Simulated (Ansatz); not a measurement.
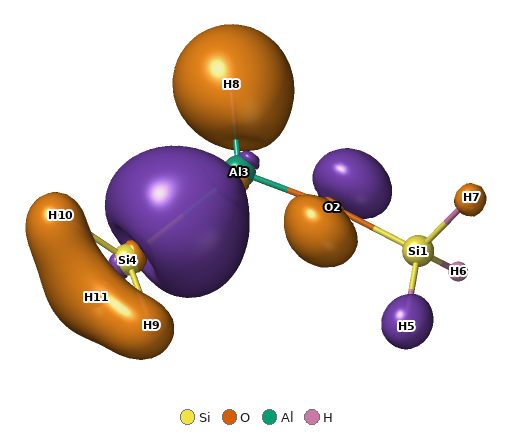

The picture shows: AlH₇OSi₂. One frontier orbital at ±0.1 Å⁻³ᐟ² (orange and purple are the two phases), seen at a tilt.

These are results of Ansatz 0.2.0, RKS PBE0-D4/def2-SVP, not measurements.

The calculation's input:

```
crystal:
  periodic: [false, false, false]
  atoms:
    - { symbol: Si, position_ang: [-1.4679, 1.024, 1.105] }
    - { symbol: O, position_ang: [-1.4194, -0.6207, 0.7782] }
    - { symbol: Al, position_ang: [0.3388, -0.9635, 0.5209] }
    - { symbol: Si, position_ang: [1.3979, -0.7405, -1.6165] }
    - { symbol: H, position_ang: [-0.9958, 1.8281, -0.0698] }
    - { symbol: H, position_ang: [-2.926, 1.4504, 1.2946] }
    - { symbol: H, position_ang: [-0.7408, 1.4116, 2.3182] }
    - { symbol: H, position_ang: [1.3241, -1.349, 1.7743] }
    - { symbol: H, position_ang: [1.1372, 0.6435, -2.0481] }
    - { symbol: H, position_ang: [2.763, -1.0543, -1.5216] }
    - { symbol: H, position_ang: [0.6542, -1.6865, -2.5147] }
basis:
  gaussian: { orbitals: def2-SVP }
hamiltonian:
  xc: pbe0
  dispersion: d4
relax:
  f_tol: 0.02
  max_steps: 50
output:
  orbitals: {}
```

Launched as:

```sh
ansatz run input.yaml --threads 2 --pin off --max-ram 3072MiB --backend cpu --events-out ev --progress --plain --runs-dir out
```

The fields are those of the run's last geometry, not of the input's.

Q: Which orbital is it: HOMO or LUMO?

A: The HOMO, at −7.54 eV. It lies mainly on Si4 (about 35 %), Al3 (about 25 %), H8 (about 15 %) and O2 (about 10 %).
